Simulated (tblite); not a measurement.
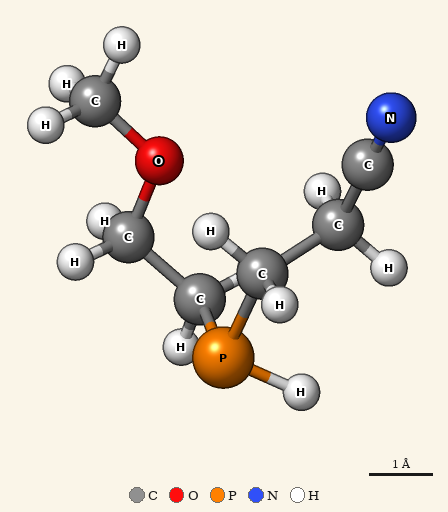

This is the input geometry for a relaxation of C₆H₁₂NOP. Style: ball-and-stick. Shown at a tilt.

The calculation used tblite 0.8.0, GFN2-xTB geometry optimisation, gas phase.

```xyz
21

C    -2.5648    0.9971   -0.2868
O    -1.3612    0.3044   -0.5230
C    -1.4750   -1.0957   -0.2042
C    -0.1441   -1.7780   -0.4473
P     1.0663   -1.5738    0.9544
C     1.4128    0.2425    0.9181
C     1.9549    0.7803   -0.4066
C     2.2931    2.2084   -0.2815
N     2.5633    3.3249   -0.1906
H    -2.4221    2.0501   -0.5381
H    -3.3732    0.5969   -0.9209
H    -2.8634    0.9329    0.7699
H    -1.8398   -1.2199    0.8333
H    -2.2245   -1.5237   -0.8900
H    -0.3190   -2.8550   -0.5284
H     0.3052   -1.4451   -1.3640
H     2.2301   -2.0249    0.2829
H     0.5176    0.7856    1.2247
H     2.1595    0.4308    1.7139
H     1.2278    0.6523   -1.2009
H     2.8474    0.2272   -0.6978
```

Q: What does the optimiser find from here?

A: The atom that moves furthest after the best rigid fit is H20 (0.38 Å). By element the largest moves are H 0.38 Å, C 0.17 Å, P 0.15 Å, N 0.13 Å, O 0.09 Å. Among the contacts that change: C7–C8 1.473 → 1.439 Å, O2–C3 1.440 → 1.409 Å, C4–H16 1.074 → 1.091 Å, P5–H17 1.417 → 1.404 Å. Bond angles that change, for instance: C4–P5–H17 98.2° → 93.4°, C6–P5–H17 98.6° → 95.1°, C4–C3–H13 112.9° → 110.2°. The energy falls by 0.136 eV in 76 geometry steps. Cost: 0.61 s on 1 thread of Arm Neoverse V1, with other jobs on the host.

The structure at the end:

```xyz
21

C    -2.4690    0.9947   -0.2701
O    -1.2949    0.2553   -0.4808
C    -1.4594   -1.1306   -0.2851
C    -0.1005   -1.7996   -0.4314
P     0.9877   -1.5210    1.0643
C     1.4135    0.2873    0.9603
C     1.7871    0.8084   -0.4295
C     2.2667    2.1614   -0.3307
N     2.6453    3.2355   -0.2259
H    -2.2179    2.0373   -0.4557
H    -3.2644    0.6815   -0.9572
H    -2.8284    0.8822    0.7601
H    -1.8729   -1.3256    0.7175
H    -2.1700   -1.5302   -1.0275
H    -0.2391   -2.8817   -0.5004
H     0.3786   -1.4545   -1.3490
H     2.1479   -1.9610    0.4072
H     0.5619    0.8517    1.3477
H     2.2461    0.4323    1.6571
H     0.9031    0.8037   -1.0718
H     2.5696    0.1903   -0.8821
```

The end point in the same view:

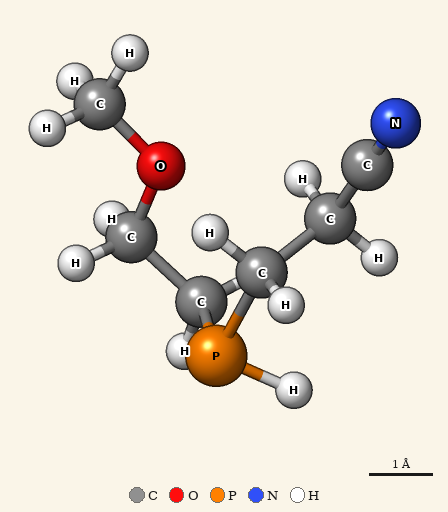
